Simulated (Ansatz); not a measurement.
Re (P6_3/mmc, No. 194): coordinates from a relaxation with DFT PBE, scalar-relativistic, plane waves, PAW (Ansatz).

Space group P6_3/mmc (No. 194). a = 2.774 Å, b = 2.774 Å, c = 4.485 Å, α = 90.00°, β = 90.00°, γ = 120.00°
```tsv
atom	site	symmetry	x	y	z
Re	2d	-6m2	0.3333	0.6667	0.7500
```

What will a dark-field STEM-like image along [210] show? The image is simulated as a sum over atoms of Z^1.8, blurred by a 0.91 Å probe (no channelling). The display is stretched by a gamma of 0.8; percentages refer to the linear signal. Shot noise and the speckle of an amorphous layer were added.

The columns repeat on a rectangular net of 1.39 × 2.24 Å (plane group p2mm). All columns are alike (Re). The shortest distance between visible columns is 1.39 Å in projection. Along the beam the structure repeats every 4.81 Å.

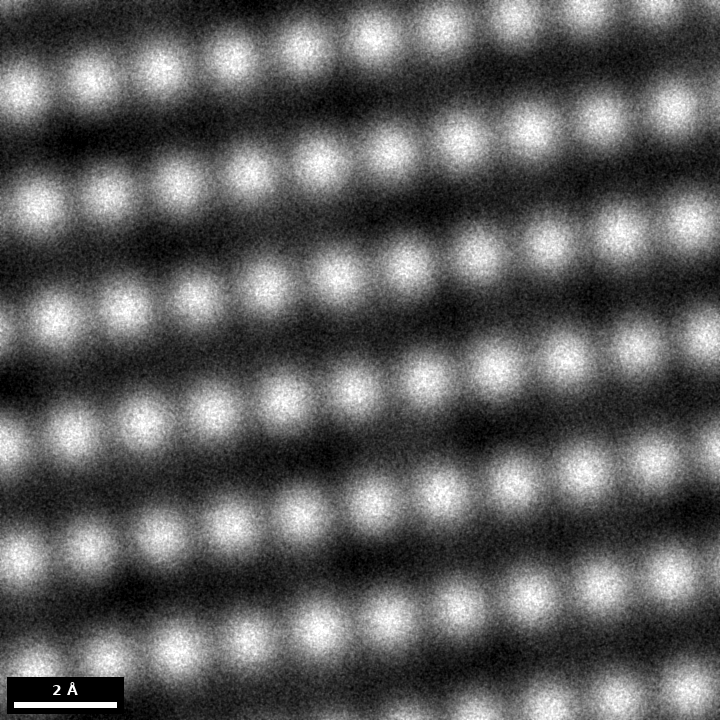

The simulated image.
